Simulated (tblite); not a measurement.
**Geometry relaxation of C$_{4}$H$_{10}$Cl$_{2}$OSi$_{2}$ (part 2 of 2)**

C$_{4}$H$_{10}$Cl$_{2}$OSi$_{2}$; GFN2-xTB geometry optimisation, gas phase (tblite 0.8.0). It belongs to a series of runs on one base structure; here: H on C replaced by CH2Cl.

Geometry of the input (Å):
```
C  3.6249  0.2270  0.2177
O  2.5141  -0.2687  0.9430
Si 1.2939  -0.4905  -0.2273
C  -0.2956  -0.7327  0.5862
C  -1.4013  -0.0807  0.3223
C  -1.5364  0.9661  -0.7102
Cl -2.7628  0.4206  -1.8883
Si -2.9280  -0.4891  1.2934
Cl -3.5852  1.3018  2.1228
H  4.2792  -0.6207  0.0509
H  4.0442  1.0886  0.7280
H  3.2223  0.6265  -0.7585
H  1.3902  0.6320  -1.1255
H  1.6445  -1.6932  -1.0229
H  -0.3636  -1.4915  1.3974
H  -1.9242  1.8793  -0.1986
H  -0.6352  1.2370  -1.2486
H  -2.6846  -1.5383  2.2736
H  -3.9063  -0.9644  0.2676
```

Trajectory as extended XYZ, continued:
```
19
Properties=species:S:1:pos:R:3:forces:R:3 step=106 energy=-825.85657
C     3.6868    0.2323    0.3782    0.0000  -0.0020  -0.0020
O     2.3170    0.0014    0.4968   -0.0020  -0.0040   0.0120
Si    1.2694   -0.5228   -0.6263    0.0120   0.0150  -0.0040
C    -0.2880   -0.6853    0.4192   -0.0050  -0.0030  -0.0020
C    -1.4482   -0.0332    0.3331    0.0040   0.0080   0.0040
C    -1.6738    1.0322   -0.6879    0.0020   0.0060   0.0030
Cl   -2.5584    0.3199   -2.0746   -0.0050   0.0010   0.0020
Si   -2.9314   -0.4612    1.4361    0.0050  -0.0030  -0.0080
Cl   -3.6552    1.2592    2.2080    0.0020  -0.0040  -0.0050
H     4.2233   -0.7068    0.2236    0.0000  -0.0050  -0.0040
H     4.0322    0.6961    1.3029    0.0030  -0.0050   0.0010
H     3.9025    0.8976   -0.4606    0.0040   0.0040  -0.0050
H     1.2337    0.4072   -1.7602   -0.0030  -0.0010  -0.0010
H     1.6310   -1.8456   -1.1536   -0.0010   0.0010   0.0050
H    -0.2207   -1.4548    1.1801   -0.0080   0.0040   0.0070
H    -2.3007    1.8390   -0.3076   -0.0150  -0.0110  -0.0020
H    -0.7442    1.4350   -1.0843    0.0050  -0.0080   0.0010
H    -2.4892   -1.3090    2.5392    0.0010   0.0020  -0.0070
H    -3.9959   -1.0919    0.6608    0.0010   0.0040   0.0060
19
Properties=species:S:1:pos:R:3:forces:R:3 step=127 energy=-825.85858
C     3.7120    0.2004    0.3715   -0.0220  -0.0140   0.0140
O     2.3463   -0.0370    0.5254   -0.0080   0.0210  -0.0210
Si    1.2702   -0.4919   -0.6016    0.0090   0.0260  -0.0190
C    -0.2852   -0.6403    0.4461   -0.0150  -0.0070   0.0020
C    -1.4584   -0.0161    0.3316   -0.0120   0.0010   0.0150
C    -1.7033    1.0158   -0.7195    0.0010  -0.0020   0.0140
Cl   -2.4824    0.2240   -2.1259    0.0000   0.0030  -0.0070
Si   -2.9337   -0.4518    1.4423   -0.0020  -0.0100   0.0030
Cl   -3.6737    1.2670    2.2004    0.0020   0.0100   0.0040
H     4.2286   -0.7110    0.0637    0.0190  -0.0090  -0.0070
H     4.1038    0.5309    1.3332    0.0260   0.0040   0.0180
H     3.8959    0.9749   -0.3771   -0.0140  -0.0110   0.0000
H     1.2473    0.4746   -1.7047   -0.0020   0.0000   0.0000
H     1.5913   -1.8097   -1.1671   -0.0010   0.0080  -0.0070
H    -0.2115   -1.3866    1.2289    0.0060  -0.0010   0.0120
H    -2.3953    1.7873   -0.3818   -0.0120  -0.0030  -0.0050
H    -0.7848    1.4713   -1.0842    0.0060  -0.0280  -0.0030
H    -2.4703   -1.2887    2.5445    0.0030   0.0040   0.0120
H    -4.0067   -1.1037    0.6971    0.0170   0.0090  -0.0240
19
Properties=species:S:1:pos:R:3:forces:R:3 step=148 energy=-825.86562
C     3.7745    0.1110    0.3432    0.0000   0.0040   0.0210
O     2.4093   -0.0595    0.5704   -0.0050   0.0270   0.0100
Si    1.2673   -0.3577   -0.5433   -0.0710  -0.0430   0.0140
C    -0.2681   -0.5240    0.5364    0.0560  -0.0210  -0.0170
C    -1.4793    0.0068    0.3613    0.0270   0.0140   0.0220
C    -1.7656    0.9315   -0.7762    0.0030  -0.0200  -0.0020
Cl   -2.3438   -0.0378   -2.1696    0.0140   0.0220   0.0110
Si   -2.9597   -0.4339    1.4612    0.0110   0.0280   0.0030
Cl   -3.7426    1.2785    2.1966    0.0200  -0.0060  -0.0130
H     4.1739   -0.7090   -0.2557    0.0330  -0.0310   0.0000
H     4.2786    0.1335    1.3095    0.0070   0.0010   0.0050
H     3.9665    1.0485   -0.1849   -0.0160  -0.0050   0.0100
H     1.2587    0.6956   -1.5618   -0.0020   0.0370  -0.0130
H     1.5206   -1.6356   -1.2237   -0.0220   0.0060  -0.0210
H    -0.1481   -1.2043    1.3726   -0.0030   0.0330   0.0020
H    -2.5622    1.6385   -0.5449    0.0010  -0.0070  -0.0060
H    -0.8754    1.4602   -1.1104   -0.0260   0.0020  -0.0240
H    -2.5224   -1.2548    2.5855    0.0010  -0.0070  -0.0190
H    -3.9919   -1.0781    0.6565   -0.0280  -0.0350   0.0170
19
Properties=species:S:1:pos:R:3:forces:R:3 step=169 energy=-825.89712
C     3.8134   -0.0903    0.3389    0.0210   0.0560  -0.0130
O     2.4426   -0.1908    0.5723    0.0250   0.0170  -0.1200
Si    1.2403   -0.0822   -0.5151   -0.0180   0.0480   0.0770
C    -0.2295   -0.3019    0.6378   -0.0120   0.0010  -0.0210
C    -1.4945    0.0350    0.3811    0.0360   0.0380  -0.0400
C    -1.8433    0.7320   -0.8956   -0.0610  -0.0420  -0.0290
Cl   -2.0020   -0.4900   -2.1951    0.0050   0.0230  -0.0040
Si   -2.9480   -0.3969    1.5164    0.0610   0.0370  -0.0350
Cl   -3.7557    1.3493    2.1289   -0.0140   0.0230   0.0470
H     4.1035   -0.6479   -0.5562    0.0130  -0.0430   0.1070
H     4.3328   -0.4863    1.2153   -0.0030   0.0030  -0.1110
H     4.1083    0.9554    0.1913   -0.0750  -0.0760   0.0440
H     1.3052    1.2019   -1.2368    0.0030  -0.0720   0.0570
H     1.2647   -1.1727   -1.5000    0.0680   0.0520   0.0090
H    -0.0210   -0.8161    1.5681   -0.0240   0.0050  -0.0030
H    -2.8041    1.2444   -0.8475    0.0050  -0.0070   0.0270
H    -1.0669    1.4241   -1.2152   -0.0050  -0.0260  -0.0060
H    -2.4734   -1.1563    2.6668   -0.0090   0.0120   0.0200
H    -3.9823   -1.1016    0.7678   -0.0170  -0.0500  -0.0070
19
Properties=species:S:1:pos:R:3:forces:R:3 step=191 energy=-825.91808
C     3.8203   -0.2336    0.3045   -0.0020   0.0150   0.0140
O     2.4536   -0.2591    0.5703    0.0020  -0.0050  -0.0100
Si    1.2511    0.1329   -0.4451   -0.0090  -0.0050   0.0010
C    -0.2279   -0.1833    0.6679   -0.0120   0.0000   0.0170
C    -1.5071    0.0370    0.3605   -0.0130   0.0050   0.0190
C    -1.8855    0.5834   -0.9792    0.0200  -0.0060  -0.0020
Cl   -1.9003   -0.7450   -2.1766   -0.0260  -0.0230  -0.0090
Si   -2.9396   -0.3678    1.5332   -0.0180  -0.0030   0.0060
Cl   -3.7752    1.3810    2.1154    0.0320  -0.0230  -0.0100
H     4.0448   -0.6882   -0.6623    0.0010  -0.0210  -0.0020
H     4.3311   -0.7891    1.0914    0.0070  -0.0010   0.0100
H     4.1867    0.7955    0.2947    0.0070   0.0120   0.0020
H     1.3368    1.5398   -0.8671    0.0200   0.0110  -0.0100
H     1.2889   -0.7188   -1.6379   -0.0150   0.0170  -0.0100
H    -0.0060   -0.5992    1.6427   -0.0160  -0.0090   0.0010
H    -2.8894    1.0062   -0.9881   -0.0030   0.0240   0.0070
H    -1.1637    1.3121   -1.3430    0.0070   0.0050  -0.0050
H    -2.4536   -1.0755    2.7135    0.0090   0.0240  -0.0180
H    -3.9748   -1.1191    0.8282    0.0080  -0.0180   0.0000
19
Properties=species:S:1:pos:R:3:forces:R:3 step=212 energy=-825.92954
C     3.8289   -0.2591    0.2890    0.0280  -0.0740   0.0060
O     2.4627   -0.3027    0.5534   -0.0120   0.0120  -0.0070
Si    1.2581    0.2146   -0.4002   -0.0120  -0.0250   0.0220
C    -0.2246   -0.1561    0.6934   -0.0120   0.0010  -0.0140
C    -1.5015    0.0360    0.3594   -0.0100  -0.0170  -0.0300
C    -1.8628    0.5645   -0.9901   -0.0130  -0.0040  -0.0060
Cl   -2.1700   -0.8187   -2.0849   -0.0100  -0.0010   0.0100
Si   -2.9510   -0.4041    1.4987    0.0250  -0.0330  -0.0220
Cl   -3.8022    1.3371    2.0699   -0.0090   0.0050   0.0070
H     4.0610   -0.7532   -0.6579   -0.0070   0.0320  -0.0010
H     4.3477   -0.7797    1.0944    0.0000   0.0050   0.0270
H     4.1841    0.7727    0.2424   -0.0170   0.0090  -0.0190
H     1.3975    1.6505   -0.6889    0.0020   0.0210  -0.0130
H     1.2331   -0.5137   -1.6748    0.0200   0.0060   0.0120
H    -0.0179   -0.5748    1.6704    0.0200   0.0110  -0.0070
H    -2.7851    1.1464   -0.9765    0.0320   0.0090   0.0030
H    -1.0526    1.1349   -1.4401   -0.0320   0.0190   0.0110
H    -2.4530   -1.1042    2.6777   -0.0050   0.0140   0.0130
H    -3.9624   -1.1812    0.7875    0.0130   0.0100   0.0080
19
Properties=species:S:1:pos:R:3:forces:R:3 step=233 energy=-825.93459
C     3.8283   -0.2562    0.3401   -0.0020   0.0040  -0.0040
O     2.4524   -0.2972    0.5502    0.0030  -0.0060  -0.0030
Si    1.2729    0.1973   -0.4459   -0.0050  -0.0020   0.0070
C    -0.2178   -0.1872    0.6305   -0.0020  -0.0050   0.0010
C    -1.4986    0.0280    0.3287    0.0010  -0.0050   0.0010
C    -1.8902    0.6170   -0.9853   -0.0020  -0.0020  -0.0010
Cl   -2.4208   -0.7028   -2.0726    0.0040   0.0020   0.0020
Si   -2.9183   -0.4368    1.4957    0.0010   0.0080   0.0030
Cl   -3.8180    1.2885    2.0469   -0.0030  -0.0060  -0.0070
H     4.1045   -0.8270   -0.5494    0.0000  -0.0050   0.0000
H     4.3183   -0.6902    1.2124   -0.0010   0.0030  -0.0030
H     4.1695    0.7736    0.2099    0.0030  -0.0020   0.0020
H     1.4112    1.6296   -0.7541    0.0000   0.0070  -0.0010
H     1.2885   -0.5466   -1.7112    0.0010  -0.0030   0.0000
H     0.0016   -0.6401    1.5896    0.0030   0.0020   0.0030
H    -2.7396    1.2944   -0.8961   -0.0020   0.0060   0.0000
H    -1.0577    1.1115   -1.4816   -0.0010   0.0030   0.0010
H    -2.3807   -1.0817    2.6890    0.0020   0.0020   0.0010
H    -3.9153   -1.2647    0.8260    0.0000  -0.0040  -0.0030
```

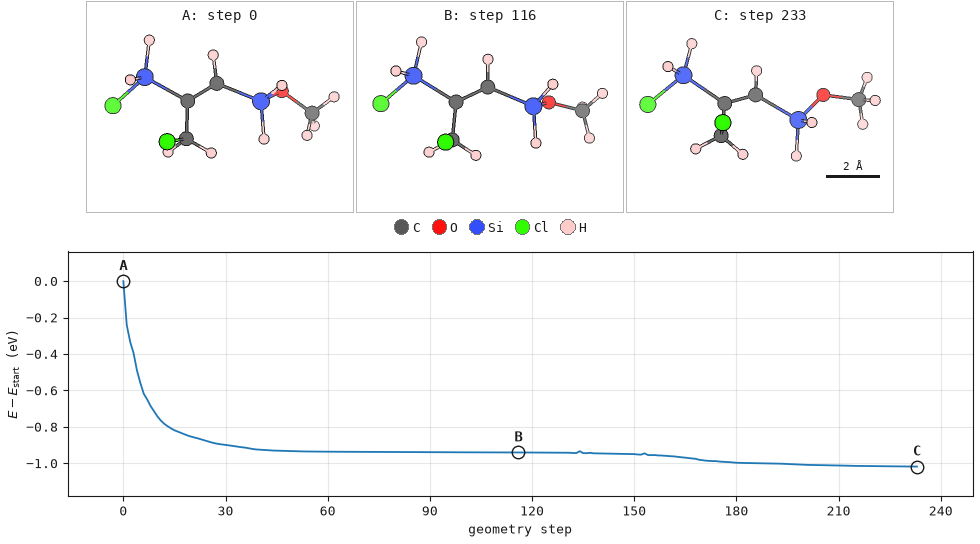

**Figure 1.** Frames of the relaxation (ball-and-stick view, seen at a tilt) above the curves, on which the letters mark them (steps are counted from 0).

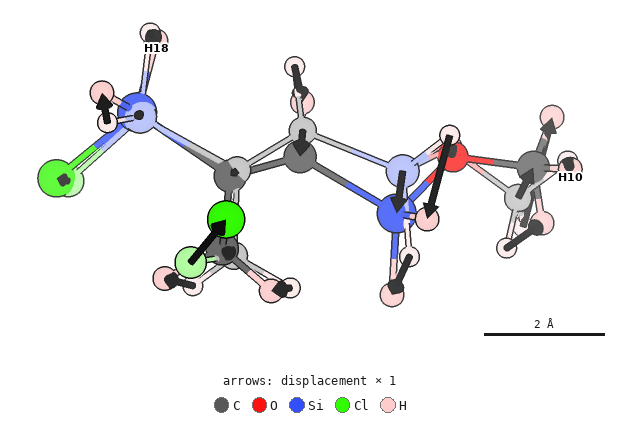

**Figure 2.** Start (faint) and end (solid) with the displacements as black arrows, at true length (ball-and-stick view, seen at a tilt). The two geometries are laid on each other by the best rigid fit. Over 233 geometry steps the energy falls by 1.018 eV. Largest force component: 2.1 eV/Å at the start, 0.008 eV/Å at the end. The largest move after the best rigid fit is that of H11, 1.94 Å. By element the largest moves are H 1.94 Å, Cl 1.08 Å, Si 0.73 Å, C 0.58 Å, O 0.40 Å. Distances before and after: O2–Si3 1.705 → 1.621 Å, Si3–C4 1.802 → 1.878 Å, Si8–Cl9 2.080 → 2.022 Å, C5–Si8 1.855 → 1.896 Å. Among the angles that change: C1–O2–Si3 104.8° → 128.1°, O2–Si3–C4 109.8° → 99.4°, H10–C1–H11 117.4° → 109.3°. (Atoms are counted from 1 in the order of the input.)

Summary:

| quantity | value |
| --- | --- |
| outcome | converged |
| total energy | −825.9346 eV |
| hardware | 1 CPU thread, shared host |
| wall time | 3.9 s |
| peak memory | 0.18 GiB |
